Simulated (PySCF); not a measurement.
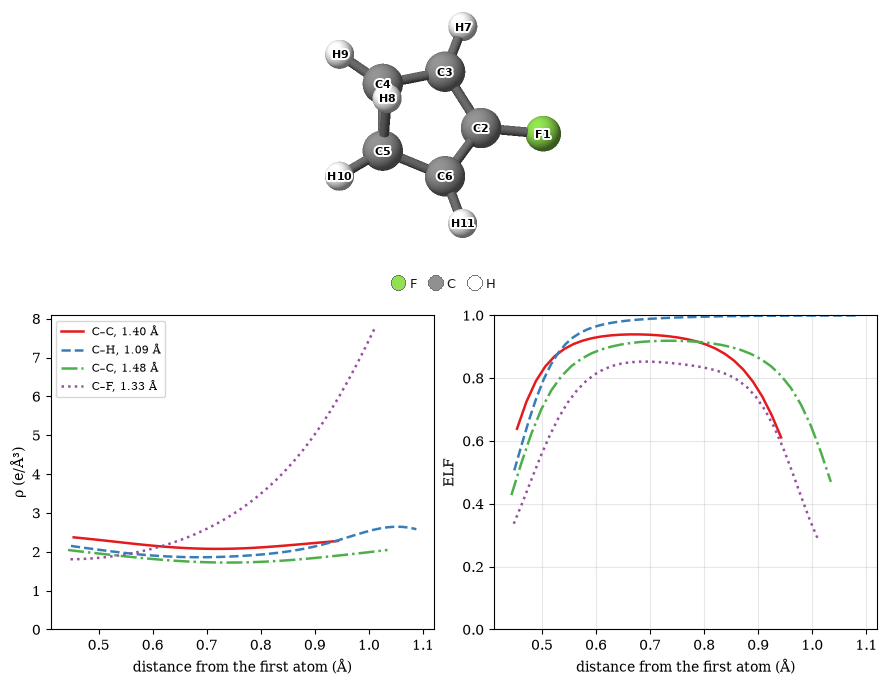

Figure. C5H5F. Total electron density and ELF along straight lines between neighbouring atoms. The curves leave out the atomic cores. The structure is drawn too.

Geometry: PBE0-D3(BJ)/def2-SVP.

The calculation used B3LYP/pcSseg-1, SCF density, gas phase, non-relativistic (PySCF 2.14.0).

Input file:

```
{"job": {"kind": "nmr", "xc": "B3LYP", "basis": "pcSseg-1", "pop": false}, "charge": 0, "multiplicity": 1}
F     -0.252836     1.230983    -2.241537
C     -0.196334     0.582194    -1.085666
C     -0.304665     1.201581     0.160762
C     -0.124033     0.195405     1.128081
C      0.111413    -1.071972     0.405854
C      0.064434    -0.784579    -0.971139
H     -0.451238     2.264127     0.341381
H      1.058801    -0.354227     0.966783
H     -0.289916     0.265069     2.202888
H      0.140431    -2.051328     0.882947
H      0.243944    -1.477254    -1.790356
```

Run with:

```sh
OMP_NUM_THREADS=1 python ens_run.py task.json out
```

> What can be read from the curves?

C–C (1.40 Å): ρ is about 2.1 e/Å³ halfway; the ELF peaks at about 0.95 between the atoms: localised, covalent bonding.
C–H (1.09 Å): ρ is about 2 e/Å³ halfway; the ELF climbs to about 1 towards the hydrogen, as it does in any bond to H; a covalent bond by its length.
C–C (1.48 Å): ρ is about 1.7 e/Å³ halfway; the ELF peaks at about 0.90 between the atoms, as expected for a covalent bond.
C–F (1.33 Å): ρ at the midpoint is about 2.4 e/Å³; the ELF peaks at about 0.85 between the atoms, as expected for a polar covalent bond.
